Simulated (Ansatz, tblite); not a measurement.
**The cluster Al2N+: charged states by level of theory**

What does adding an electron cost or gain for the cluster Al2N+? Each charged state is run at several levels.

The runs use Ansatz 0.2.0, Gaussian basis; as each input shows.

Plan: charge 0 doublet, at the geometry of the singlet (PBE0-D4/def2-TZVP, PBE-D4/def2-TZVP, r2SCAN-D4/def2-TZVP); the starting singlet's energies come from earlier runs.

1 further run of the same task is left out (set aside as unsound or not needed).

### 1 The relaxed structure

The geometry is that of the singlet, from an earlier relaxation (PBE0-D4/def2-TZVP). At that level it is the lowest of the isomers that a small search found.

3 atoms, charge 1, spin multiplicity 1.

Atoms are counted from 1 here; the program's logs count them from 0.

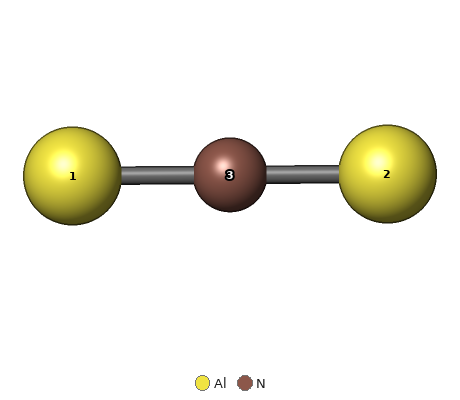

The geometry (aluminium yellow, nitrogen brown); atoms are numbered from 1 in the order of the file.

The ion is computed in the gas phase, without counter-ions or solvent.

### 2 Charge 0 doublet at the fixed geometry, PBE0-D4/def2-TZVP

Contents of in.yaml:

```yaml
crystal:
  periodic: [false, false, false]
  atoms:
    - {symbol: Al, position_ang: [1.126345, 0.637038, 1.102972]}
    - {symbol: Al, position_ang: [-1.127136, -0.636973, -1.102199]}
    - {symbol: N, position_ang: [0.000791, -0.000055, -0.000783]}
basis:
  gaussian: {orbitals: def2-TZVP}
magnetization: {spin_polarized: true, initial_magnetization: 1}
hamiltonian: {xc: pbe0, dispersion: d4}
output: {orbitals: {seedname: orbitals}}
```

The run is started by

```
> ansatz run in.yaml --threads 4 --pin off --events-out ev --progress --plain --max-ram 3916MiB
```

Log:

```text
Functional definition: PBE0
  name "PBE0"
  cite "Adamo & Barone, J. Chem. Phys. 110, 6158 (1999) doi:10.1063/1.478522"
  cite "Perdew, Burke & Ernzerhof, Phys. Rev. Lett. 77, 3865 (1996) doi:10.1103/PhysRevLett.77.3865"
  parent pbe
  parameter a = 0.25
  parameter kappa = 0.804
  parameter beta = 0.06672455060314922
  exchange = (1 - a)*pbe_x(kappa = kappa, mu = beta*pi^2/3) + a*exact_x
  correlation = pbe_c(beta = beta)
713 factors; their error is unknown
mean field evaluation 1: about -14658.9360 eV, gradient 6.1e1 eV
mean field evaluation 2: about -14538.5048 eV, gradient 1.1e2 eV
mean field evaluation 4: about -14675.3159 eV, gradient 9.3e0 eV
mean field evaluation 8: about -14675.6949 eV, gradient 1.5e-1 eV
mean field evaluation 16: about -14675.7244 eV, gradient 3.2e-4 eV
mean field -14675.72442734 eV, -539.3229251415 hartree, gradient 3.4e-5 eV, S^2 0.761027; 2 other end points of the search recorded, 0 dependent functions left out
reference -14675.72444953 eV, -539.3229259570 hartree; 17, 16 occupied and 88, 89 virtual orbitals, 713 factors
Total energy: -14675.82517518 eV, -539.3266275563 hartree
```

It took 3.4 s on 4 threads of Intel Xeon at 2.50GHz, shared host.

From the report: HOMO -6.13 eV, LUMO -3.86 eV (over both spins); ⟨S²⟩ 0.761 (pure: 0.75).

### 3 Charge 0 doublet at the fixed geometry, PBE-D4/def2-TZVP

start.molden holds the orbitals of an earlier run on this state, given as this run's starting guess.

in.yaml, as its differences from that of step 2:

```diff
@@ -7,5 +7,6 @@
 basis:
-  gaussian: {orbitals: def2-TZVP}
+  gaussian: {orbitals: def2-TZVP, initial_orbitals: start.molden}
 magnetization: {spin_polarized: true, initial_magnetization: 1}
-hamiltonian: {xc: pbe0, dispersion: d4}
+hamiltonian: {xc: pbe, dispersion: d4}
+scf: {omitted_lower_state_checks: [starts]}
 output: {orbitals: {seedname: orbitals}}
```

Launched as before.

Log:

```text
Functional definition: PBE
  name "PBE"
  cite "Perdew, Burke & Ernzerhof, Phys. Rev. Lett. 77, 3865 (1996) doi:10.1103/PhysRevLett.77.3865"
  parent pbe
  parameter kappa = 0.804
  parameter beta = 0.06672455060314922
  exchange = pbe_x(kappa = kappa, mu = beta*pi^2/3)
  correlation = pbe_c(beta = beta)
these checks for a lower state are left out or cut short: starts
673 factors; their error is unknown
mean field evaluation 1: about -14674.8479 eV, gradient 6.7e0 eV
mean field evaluation 2: about -14674.9194 eV, gradient 1.1e-1 eV
mean field evaluation 4: about -14674.9129 eV, gradient 5.9e-4 eV
mean field evaluation 8: about -14674.9129 eV, gradient 1.6e-5 eV
mean field -14674.91289311 eV, -539.2931018087 hartree, gradient 1.6e-5 eV, S^2 0.754755; 0 other end points of the search recorded, 0 dependent functions left out
reference -14674.91292271 eV, -539.2931028963 hartree; 17, 16 occupied and 88, 89 virtual orbitals, 673 factors
Total energy: -14675.03211834 eV, -539.2974832551 hartree
Checks for a lower state left out: starts
```

It took 1.7 s on 4 threads of Intel Xeon at 2.50GHz, shared host.

HOMO -5.21 eV, LUMO -4.43 eV (over both spins); ⟨S²⟩ 0.755 (pure: 0.75).

### 4 Charge 0 doublet at the fixed geometry, r2SCAN-D4/def2-TZVP

in.yaml, as its differences from that of step 3:

```diff
@@ -9,3 +9,3 @@
 magnetization: {spin_polarized: true, initial_magnetization: 1}
-hamiltonian: {xc: pbe, dispersion: d4}
+hamiltonian: {xc: r2scan, dispersion: d4}
 scf: {omitted_lower_state_checks: [starts]}
```

The command is unchanged.

Log:

```text
Functional definition: r2SCAN
  name "r2SCAN"
  cite "Furness, Kaplan, Ning, Perdew & Sun, J. Phys. Chem. Lett. 11, 8208 (2020) doi:10.1021/acs.jpclett.0c02405"
  cite "Furness, Kaplan, Ning, Perdew & Sun, J. Phys. Chem. Lett. 11, 9248 (2020) doi:10.1021/acs.jpclett.0c03077"
  parent r2scan
  parameter k0 = 0.174
  parameter k1 = 0.065
  parameter a1 = 4.9479
  exchange = r2scan_x(k0 = k0, k1 = k1, a1 = a1)
  correlation = r2scan_c
these checks for a lower state are left out or cut short: starts
673 factors; their error is unknown
mean field evaluation 1: about -14681.4421 eV, gradient 4.1e0 eV
mean field evaluation 2: about -14681.4710 eV, gradient 5.4e-2 eV
mean field evaluation 4: about -14681.4649 eV, gradient 1.9e-4 eV
mean field evaluation 8: about -14681.4649 eV, gradient 1.5e-5 eV
mean field -14681.46485136 eV, -539.5338818330 hartree, gradient 1.5e-5 eV, S^2 0.762170; 0 other end points of the search recorded, 0 dependent functions left out
reference -14681.46486543 eV, -539.5338823501 hartree; 17, 16 occupied and 88, 89 virtual orbitals, 673 factors
Total energy: -14681.48727395 eV, -539.5347058480 hartree
Checks for a lower state left out: starts
```

Run time: 3.2 s. Hardware: 4 threads of Intel Xeon at 2.50GHz, shared host.

HOMO -5.49 eV, LUMO -4.34 eV (over both spins); ⟨S²⟩ 0.762 (pure: 0.75).

### 5 Vertical electron affinity

Starting state less charged state (positive: the electron is bound), singlet to doublet; the starting state's energies are those of its earlier runs.

```csv
level,vertical electron affinity (eV),time
PBE-D4/def2-TZVP,+7.81,2.8 s
r2SCAN-D4/def2-TZVP,+7.97,5 s
PBE0-D4/def2-TZVP,+8.07,4.6 s
```

Times add the two runs; a level without a time comes out of a correlated run.

Beside −ε(LUMO) of the starting state:

```csv
level,−ε(LUMO) (eV),by difference (eV),mismatch (eV)
PBE-D4/def2-TZVP,10.41,7.81,+2.60
r2SCAN-D4/def2-TZVP,10.43,7.97,+2.46
PBE0-D4/def2-TZVP,9.90,8.07,+1.82
```

### 6 Outcome

| quantity | value |
| --- | --- |
| vertical electron affinity, functionals in def2-TZVP | 7.81 (PBE-D4) to 8.07 eV (PBE0-D4) |

In words: The vertical electron affinity spans 7.81 to 8.07 eV over the functionals. −ε(LUMO) misses the level's own difference by +1.82 eV at best (PBE0-D4) and +2.60 eV at worst (PBE-D4).
